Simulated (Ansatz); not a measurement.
## Electronic structure of BrF₄HOW···HCl in real space

Input

```
crystal:
  periodic: [false, false, false]
  atoms:
    - { symbol: W, position_ang: [0.0, 0.0, 0.0] }
    - { symbol: Cl, position_ang: [0.0, 0.0, 2.74] }
    - { symbol: O, position_ang: [1.94, 0.0, 0.0] }
    - { symbol: H, position_ang: [2.2771, -0.9519, -0.0197] }
    - { symbol: F, position_ang: [0.0, 1.85, 0.0] }
    - { symbol: F, position_ang: [-1.85, 0.0, 0.0] }
    - { symbol: F, position_ang: [0.0, -1.85, 0.0] }
    - { symbol: F, position_ang: [0.0, 0.0, -1.85] }
    - { symbol: Br, position_ang: [1.8861, 1.9648, 0.905] }
    - { symbol: H, position_ang: [1.0602, 1.1044, 2.2512] }
basis:
  gaussian: { orbitals: def2-SVP }
hamiltonian:
  xc: pbe
relax:
  f_tol: 0.15
  max_steps: 25
  restrain:
    - { distance: [0, 8], at: 2.57, k: 30.0 }
    - { distance: [9, 1], at: 1.37, k: 30.0 }
    - { distance: [0, 1], at: 3.59, k: 30.0 }
    - { distance: [9, 8], at: 2.75, k: 30.0 }
output:
  orbitals: {}
```

Launched as:

```sh
ansatz run input.yaml --threads 4 --pin off --max-ram 5120MiB --backend cpu --events-out ev --progress --plain --runs-dir out
```

The fields are those of the run's last geometry, not of the input's.

Core potentials replace the inner electrons of W; not at a stationary point (largest force 1.0 eV/Å).

Computed with RKS PBE/def2-SVP in Ansatz 0.2.0.

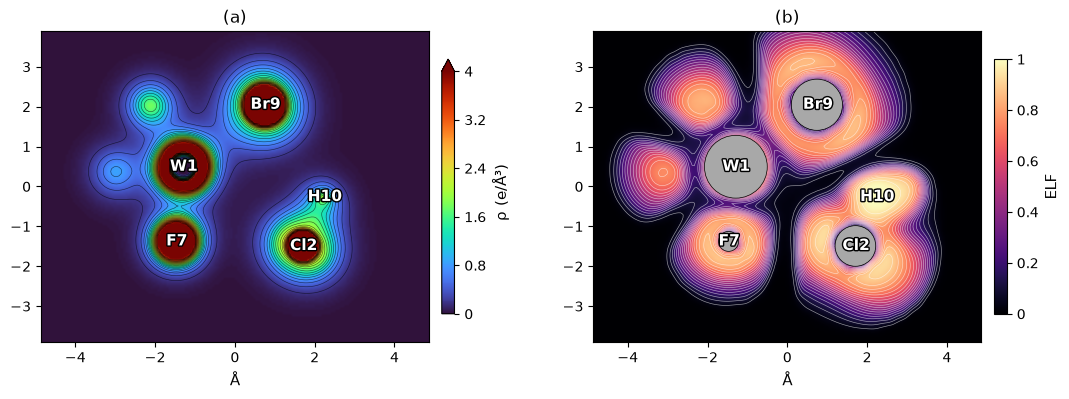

Figure 1. (a) electron density; (b) electron localisation function on the plane of atoms F7, W1 and Br9. Grey discs cover the atomic cores in the ELF map.

**Interpret the plot.**

- The section cuts through W, Cl, F, Br and H sites.
- W1···Cl2 (3.60 Å): the density falls to about 0.05 e/Å³ on the way; the ELF dips to about 0 between them.
- W–F (1.88 Å): the density is about 1.1 e/Å³ at the midpoint; the ELF peaks at about 0.85 in the valence shell of F, 0.5 Å from its nucleus, and drops to about 0.25 between the two atoms.
- W–Br (2.56 Å): ρ is about 0.53 e/Å³ halfway; the ELF peaks at about 0.80 in the valence shell of Br, 1.0 Å from its nucleus, and is about 0.55 at the midpoint.
- Cl–H (1.34 Å): ρ is about 1.8 e/Å³ halfway; the ELF climbs to about 1 towards the hydrogen, as it does in any bond to H.
- The ELF also peaks beside Cl2, away from the bonds: lone-pair regions.

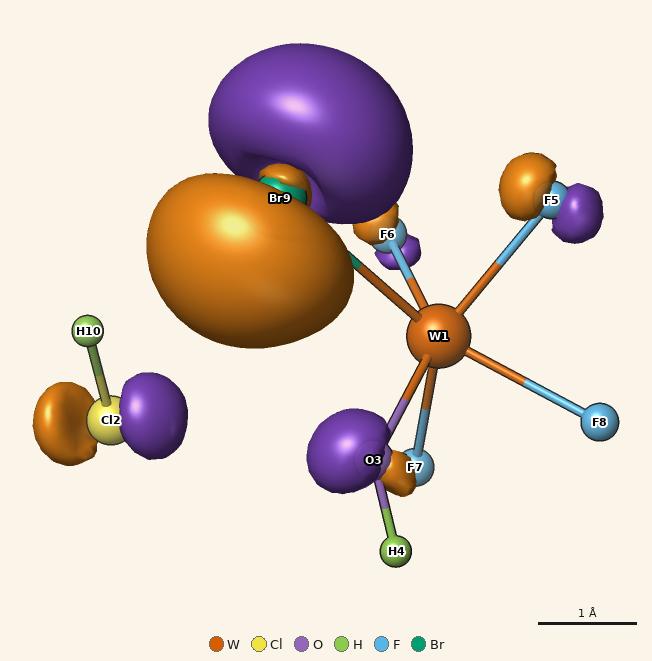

Figure 2. The HOMO at ±0.15 Å⁻³ᐟ² (orange and purple are the two phases), seen across its widest extent.

**What is the character of this orbital?**

Its weight (Hirshfeld) is mainly on Br9 (about 80 %) and Cl2 (about 5 %); largely a lone pair of Br9. Its energy is −7.41 eV.

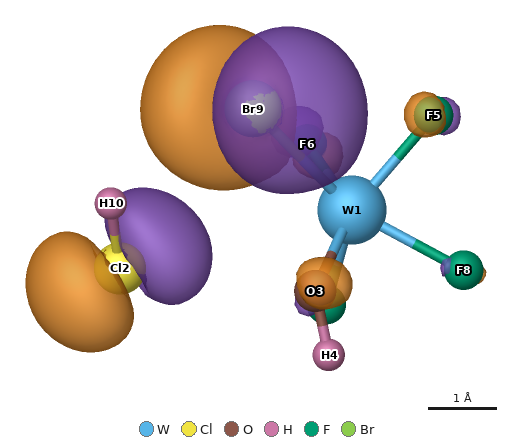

Figure 3. The HOMO−1 at ±0.1 Å⁻³ᐟ² (orange and purple are the two phases), seen across its widest extent.

**Describe this orbital and give its energy.**

Its weight (Hirshfeld) is mainly on Br9 (about 65 %) and Cl2 (about 25 %); largely a lone pair of Br9. Its energy is −7.57 eV.
